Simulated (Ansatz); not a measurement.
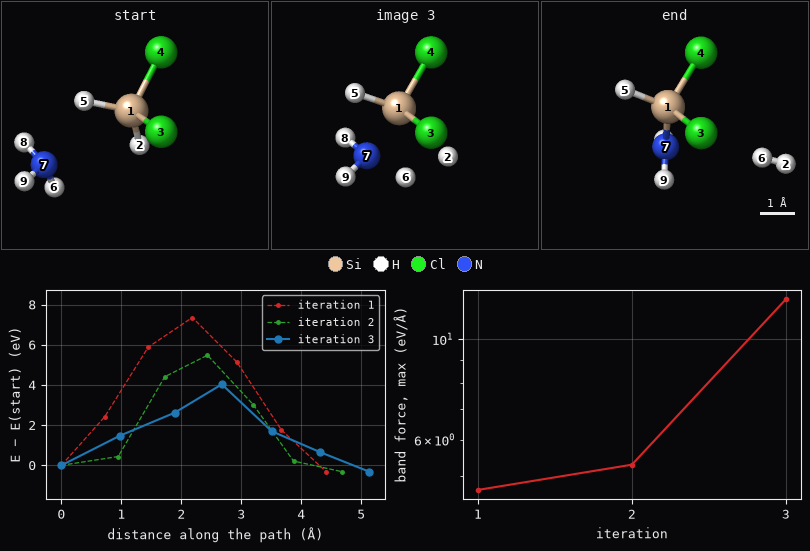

A search for the minimum-energy path of SiNH₅Cl₂, made up of SiH$_{2}$Cl$_{2}$ and NH3 by the nudged elastic band. Images are numbered from 0 (start) to 6 (end). The plot follows the band through its iterations. Style: ball-and-stick. Shown from a free direction.

Level of theory: Ansatz, RKS PBE0-D4/def2-SVP. Set-up: 5 movable images; climbing image.

Question: Did the band converge, and can the barrier be trusted?

Answer: The result isn't final. The band hadn't converged when the run stopped after 3 iterations. The largest component of the band force went from 4.7 to 12 eV/Å. The barrier read from it is provisional. The largest force component is 0.42 eV/Å at the start and 0.40 eV/Å at the end; an end with forces this large is no minimum, and the barrier measured from it can be far off. The settings are unsound (too few iterations), so the numbers of this run aren't to be trusted. The first iteration put the highest image at 7.36 eV. The highest point, image 3, lies 4.03 eV above the start and 4.35 eV above the end; the end is at −0.32 eV relative to the start.

Limits of the set-up: the start holds two separate molecules, 3.0 Å apart at their closest, whose relative position is a soft coordinate.

Cost: 18 s on 4 threads of Arm Neoverse V2 (shared host).
